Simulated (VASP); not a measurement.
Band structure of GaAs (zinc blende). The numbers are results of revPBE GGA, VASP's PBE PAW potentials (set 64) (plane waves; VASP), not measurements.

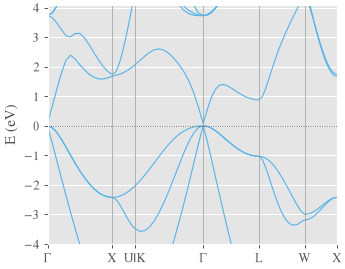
Figure. Bands along high-symmetry lines, zero at the valence-band maximum or, without a gap, the Fermi level

Q: Read the plot: is there a gap, and where are the band edges?

A: The gap is direct, 0.08 eV, from the valence maximum at Γ to the conduction minimum at Γ. (Edges off the drawn lines would not show.)

Measured: gap 1.57 eV (computed value off by -1.49 eV), as given by Wei Chen et al., Physical Review Materials (2018), doi:10.1103/physrevmaterials.2.073803 [zero-point renormalisation of 0.05 eV added back (the table's ZPR column)].

The compound is GaAs in the zinc blende structure. It was relaxed first, which changed the volume by +8 %.
